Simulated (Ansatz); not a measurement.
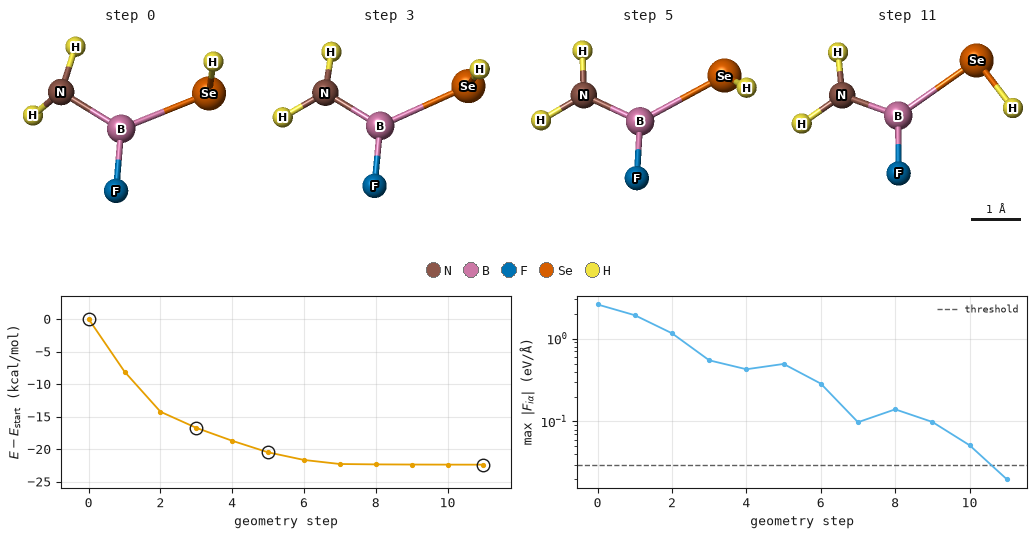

Frames of a relaxation of BNH$_{3}$SeF (coarse preliminary run), marked on the history of the run. The picture is a ball-and-stick view, seen at a tilt.

The start comes from a force field.

Theory: Ansatz 0.2.0, RKS PBE-D4/def2-SVP.

The input:
```yaml
crystal:
  periodic: [false, false, false]
  atoms:
    - {symbol: N, position_ang: [-0.152400, 0.868900, 0.821700]}
    - {symbol: B, position_ang: [0.209100, -0.434700, 0.230800]}
    - {symbol: F, position_ang: [1.017400, -1.317800, 0.990900]}
    - {symbol: Se, position_ang: [-0.305300, -0.967300, -1.618800]}
    - {symbol: H, position_ang: [-0.821900, 1.374400, 0.096500]}
    - {symbol: H, position_ang: [-0.783200, 0.730900, 1.652700]}
    - {symbol: H, position_ang: [0.897600, -0.322400, -2.219600]}
basis:
  gaussian: {orbitals: def2-SVP}
hamiltonian: {xc: pbe, dispersion: d4}
relax: {f_tol: 0.03, max_steps: 200}
```

Run as
```bash
ansatz run in.yaml --threads 2 --pin off --events-out ev --progress --plain --max-ram 4352MiB
```

Q: What happens along the run?

A: Over 11 geometry steps the energy falls by 22.4 kcal/mol. Largest force component: 2.6 eV/Å at the start, 0.02 eV/Å at the end. H7 moves most after the best rigid fit: 1.07 Å. By element the largest moves are H 1.07 Å, Se 0.84 Å, N 0.41 Å, F 0.38 Å, B 0.27 Å. Near-neighbour distances that change, for instance: N1–H5 1.109 → 1.017 Å, N1–B2 1.476 → 1.405 Å, B2–F3 1.418 → 1.349 Å, N1–H6 1.052 → 1.020 Å. Bond angles that change, for instance: B2–N1–H5 106.8° → 124.2°, H5–N1–H6 102.4° → 114.5°, B2–N1–H6 110.3° → 121.3°. Groups turn about B2–Se4 by about 90°. From step 0 to 3: H6 moves most (0.42 Å), energy −16.7 kcal/mol. From step 3 to 5: H7 moves most (0.40 Å), energy −3.76 kcal/mol. From step 5 to 11: H7 moves most (0.49 Å), energy −1.90 kcal/mol.

```csv
step,"E − E(0), kcal/mol","largest force component, eV/Å"
0,0.00,2.5766
1,-8.09,1.9127
2,-14.25,1.1578
3,-16.73,0.5468
4,-18.71,0.4265
5,-20.49,0.4942
6,-21.66,0.2862
7,-22.28,0.0980
8,-22.34,0.1401
9,-22.36,0.0987
10,-22.38,0.0517
11,-22.38,0.0201
```
